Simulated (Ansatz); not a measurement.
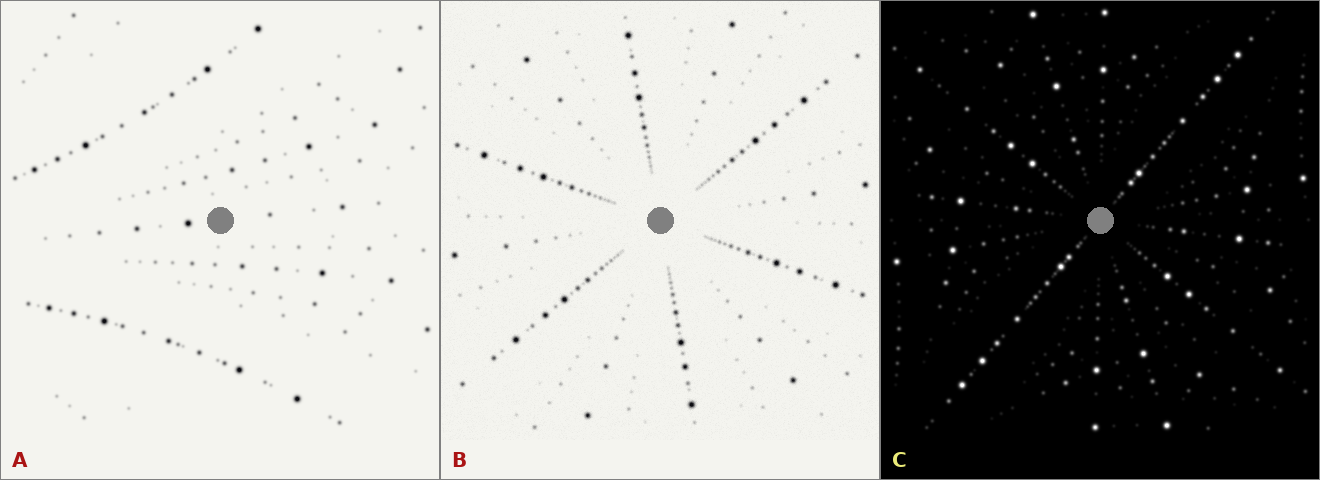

Simulated back-reflection Laue patterns (white X-rays, 0.45 to 2.2 Å, flat plate covering ±45° about the beam, kinematic intensities, seen from the source). Crystal: Tb, space group P6_3/mmc (No. 194), a = 3.62 Å, c = 5.77 Å (hexagonal axes). Structure: the input geometry of an electronic-structure calculation (not necessarily at equilibrium).

### The directions [001], [101], [210] point towards the source, in some order. Which is which?

A: [101], symmetry m (one mirror line). B: [001], symmetry 6mm (a sixfold axis with mirror lines). C: [210], symmetry 2mm (a twofold axis with two mirror lines). The Laue class is 6/mmm.
